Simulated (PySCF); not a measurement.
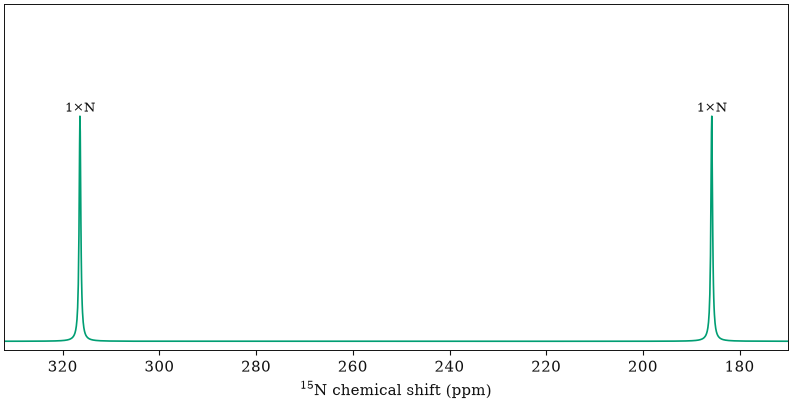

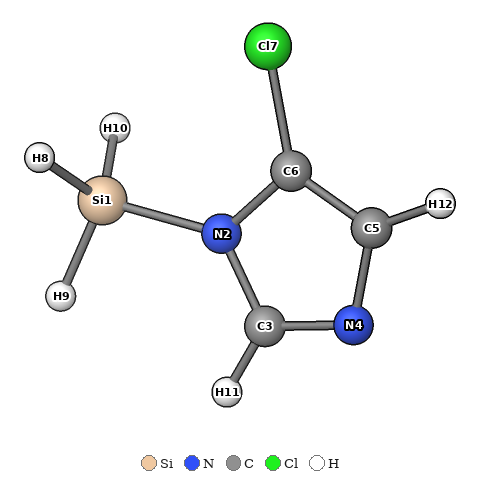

Spectrum and numbered structure of C₃H₅ClN₂Si, SMILES [SiH3]n1cncc1Cl. GIAO shifts, PBE0/pcSseg-1, PySCF 2.14.0, at a PBE0-D3(BJ)/def2-SVP geometry (no frequency check), against NH₃ for ¹⁵N computed at the same level (¹⁵N: a single molecule, while the usual scales start at liquid NH₃ or nitromethane; multiply bonded nitrogen can come out tens of ppm too deshielded). Gas phase, fully decoupled, line heights follow the number of nuclei, widths are arbitrary (no quadrupolar broadening); values of one conformer, averaged over methyl-type rotors and exact or near symmetry.

Assign the ¹⁵N signals to the numbered atoms.

| δ (ppm) | nuclei | atoms |
| --- | --- | --- |
| 316.4 | 1 | N4 |
| 185.8 | 1 | N2 |
